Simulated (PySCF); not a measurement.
CH3BrF, charge −1, SMILES `[Br-].CF`.

Method: BP86/def2-SVPD; geometry: GFN2-xTB; program: PySCF. GFN2-xTB bond lengths at metals and heavier atoms can be off by up to 0.1 Å and shapes distorted, which carries into these values.

Geometry (Å), atoms numbered from 1:

```
Br1     -1.3159    0.0007    0.0000
C2       1.9256   -0.0078    0.0000
F3       3.3069    0.0065   -0.0000
H4       1.5730    0.6996    0.7458
H5       1.5916   -1.0131    0.2429
H6       1.5771    0.2787   -0.9886
```

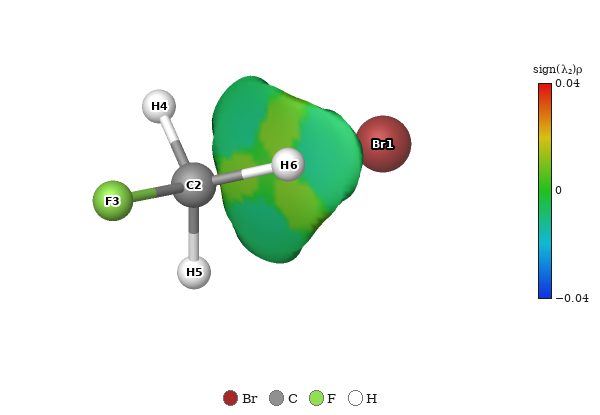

Non-covalent interaction surfaces between the fragments (reduced density gradient s = 0.6, coloured by sign(λ₂)ρ in a.u.; trimmed to the region between the fragments where ρ is under 0.06 a.u.). Fragment A: Br(−1) (atom 1); fragment B: H3CF.

> Interpret the surfaces between the fragments.

Bond critical points between the fragments: Br1···C2, 3.24 Å, ρ = 0.010 a.u. It is weak and appears green (van der Waals range). The pose is a local one from a semi-empirical search, not shown to be the most stable. With a charged fragment, long-range electrostatics, which these surfaces don't show, weighs heavily in the interaction energy.

> How strongly are they bound?

The counterpoise-corrected interaction energy of the frozen fragments is −5.6 kcal/mol without dispersion correction and −7.1 kcal/mol with D3(BJ). The pair geometry is semi-empirical, not a minimum at this level.

Cost of the run: 20 s on 1 thread of Arm Neoverse V2, on a shared host, peak memory 0.42 GiB.
